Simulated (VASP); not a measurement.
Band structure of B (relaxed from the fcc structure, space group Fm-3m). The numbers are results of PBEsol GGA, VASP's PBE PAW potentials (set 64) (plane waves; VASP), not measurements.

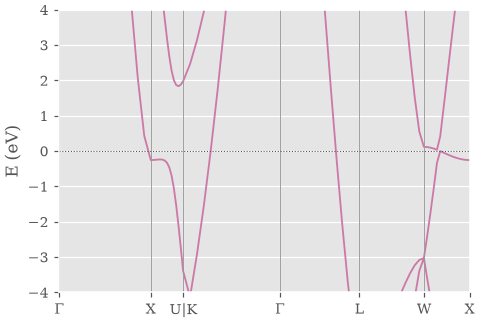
Bands along high-symmetry lines, zero at the valence-band maximum or, without a gap, the Fermi level

Q: Read the plot: is there a gap, and where are the band edges?

A: It has no gap at this level: it comes out as a metal or semimetal. (Edges off the drawn lines would not show.)

The structure was generated: B was put into the fcc type (Fm-3m), which need not be its known phase. It was relaxed first.
